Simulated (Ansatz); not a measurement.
```tsv
atom	x (Å)	y (Å)	z (Å)
C	-1.5258	-2.4478	-0.1050
C	-2.3874	-1.3528	0.4922
N	-1.9656	-0.0348	0.0767
C	-2.7625	1.0162	0.6719
Hf	-0.4380	0.4022	-1.1855
F	-0.5938	2.2368	-1.7556
F	-0.2933	-0.7820	-2.7061
N	1.2601	0.2297	-0.1001
C	1.5107	-0.1482	1.2666
C	2.4550	0.5192	-0.8731
C	3.1936	1.7802	-0.4519
H	-0.4745	-2.3268	0.1802
H	-1.8456	-3.4281	0.2519
H	-1.5865	-2.4589	-1.1968
H	-2.3524	-1.4175	1.5914
H	-3.4395	-1.5194	0.2128
H	-2.7005	0.9946	1.7689
H	-3.8231	0.9243	0.3992
H	-2.4245	2.0030	0.3411
H	1.9548	0.6636	1.8569
H	0.5759	-0.4293	1.7558
H	2.1950	-1.0080	1.3258
H	3.1389	-0.3433	-0.8399
H	2.1766	0.6200	-1.9355
H	2.5342	2.6492	-0.5126
H	3.5636	1.7031	0.5724
H	4.0546	1.9549	-1.1018
```

Geometry: PBE0-D4/def2-TZVP; core potentials replace the inner electrons of Hf.

Level of theory: RKS PBE0-D4/def2-TZVPP (Ansatz).

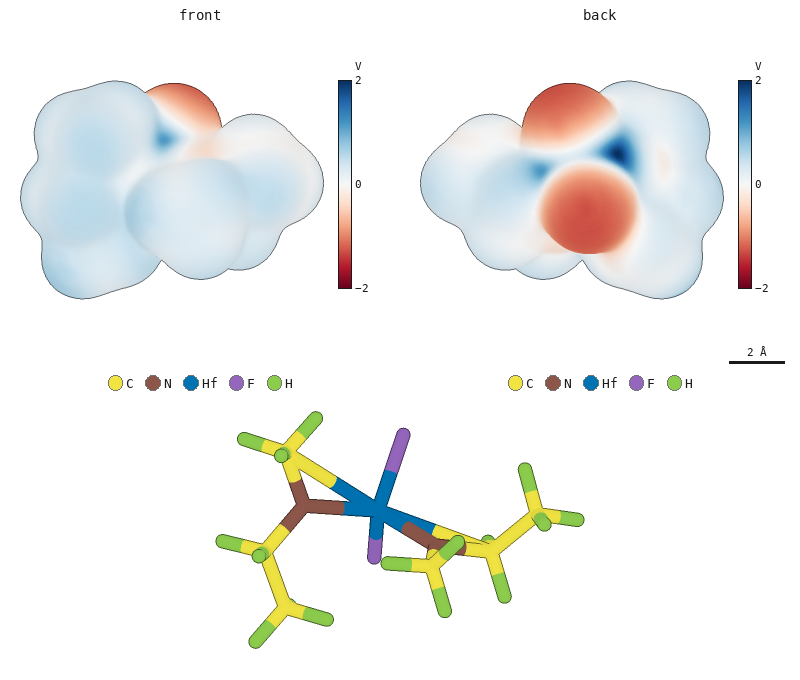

C$_{6}$H$_{16}$F$_{2}$HfN$_{2}$. The electrostatic potential painted on the density surface at 0.001 e/bohr³, seen from the front and from behind; red is negative and blue positive. The bare structure is drawn below in the same view.

> Describe the electrostatic potential map.

The most negative region (about −1.3 V) lies over F6 and F7, the most positive (about +1.6 V) over Hf5.
